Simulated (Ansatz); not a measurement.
**Pressure series in Al2O3**

Start from Al₂O₃ (space group Cmc2_1, No. 36; a cell from a computed database, its experimental status unchecked).

```
Al2O3
1.0
    4.85256    -2.76521     0.00000
    4.85256     2.76521     0.00000
    0.00000     0.00000     4.94058
Al O
4 6
Cartesian
  8.07643  -0.88703   2.13054
  1.62870   0.88703   4.60083
  1.62870  -0.88703   2.13054
  8.07643   0.88703   4.60083
  4.85256  -1.55585   4.89706
  4.85256   1.55585   2.42677
  7.55650  -0.66264   0.43001
  2.14863   0.66264   2.90030
  2.14863  -0.66264   0.43001
  7.55650   0.66264   2.90030
```

Cell and atoms are relaxed at each pressure.

Method: Ansatz (a first-principles code), PBEsol, PAW, cutoff 420 eV, no spin-orbit coupling.

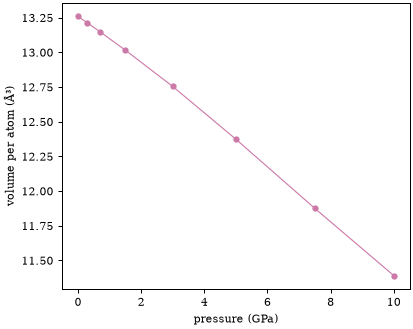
Figure: Volume per atom against pressure

```tsv
pressure (GPa)	volume per atom
0.3	13.21 Å³
0.7	13.15 Å³
1.5	13.02 Å³
3	12.75 Å³
5	12.37 Å³
7.5	11.87 Å³
10	11.39 Å³
```

Load acts through the strain it causes; cell and atoms are relaxed under it. Stability against distortions was not tested. Competing high-pressure phases were not computed.
